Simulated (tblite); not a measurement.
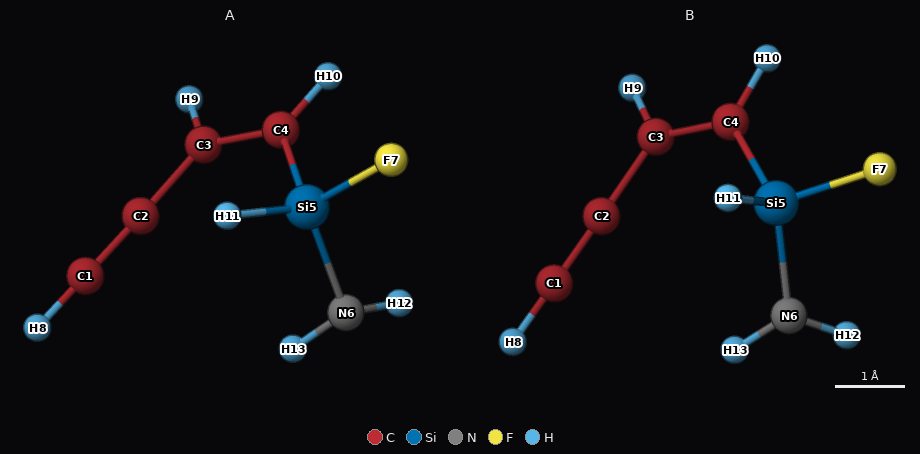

Two geometries of C₄H₆FNSi, drawn at one scale. One is the start of a relaxation, the other its converged end. A ball-and-stick model, seen at a tilt.

All numbers below come from GFN2-xTB geometry optimisation, gas phase (tblite). 

### Which geometry has the lower energy?

Structure B is the relaxed one. Over 129 geometry steps the energy falls by 9.55 kcal/mol. The largest move after the best rigid fit is that of F7, 0.80 Å. Largest moves by element: F 0.80 Å, H 0.75 Å, C 0.41 Å, N 0.32 Å, Si 0.15 Å. Near-neighbour distances that change, for instance: Si5–F7 1.688 → 1.615 Å, Si5–N6 1.778 → 1.716 Å, N6–H12 1.051 → 1.007 Å, C4–Si5 1.843 → 1.883 Å. Bond angles that change, for instance: C4–Si5–N6 107.7° → 117.2°, Si5–N6–H12 111.8° → 119.0°, C3–C4–Si5 118.0° → 124.7°. Groups turn about C4–Si5 by about 30°, Si5–N6 by about 25°. The run took 0.57 s on 1 thread of Arm Neoverse V2, with other jobs on the host.
